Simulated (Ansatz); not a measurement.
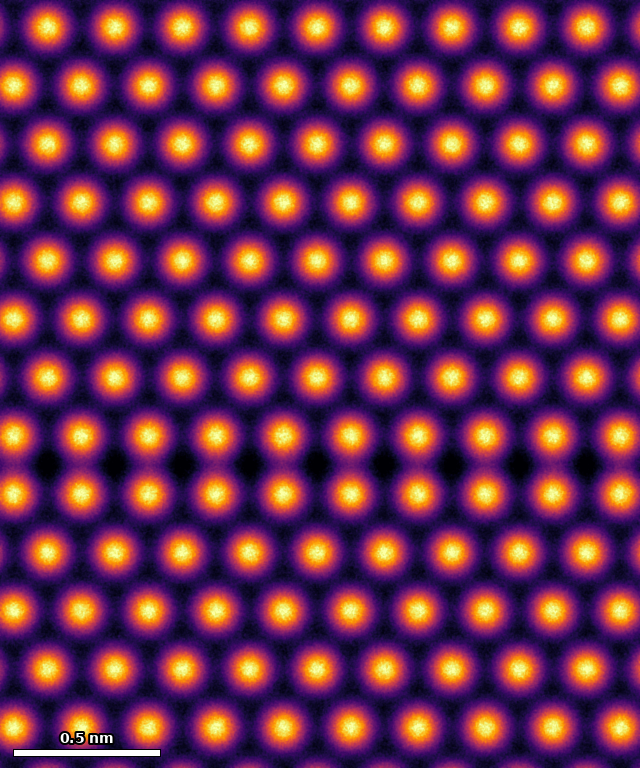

HAADF-like image of Ge (Fd-3m, No. 227) along [111]. Simulation: incoherent imaging, intensity Z^1.7 per atom, probe width 1.30 Å, thin sample. The probe carries 25 % of its weight in a tail 2.5 times as wide. Shot noise was added.

One planar defect was built into the perfect crystal by geometry alone, without relaxation. Host structure: the input geometry of a calculation.

Question: Where does the periodic pattern break, and how?

Answer: A planar fault (a stacking fault) runs horizontally about 16 Å below the top edge. The part above it is shifted along the boundary by 1/2 of the 2.32 Å repeat of the rows (1.2 Å to the right, the same as to the left); both parts keep the same orientation.
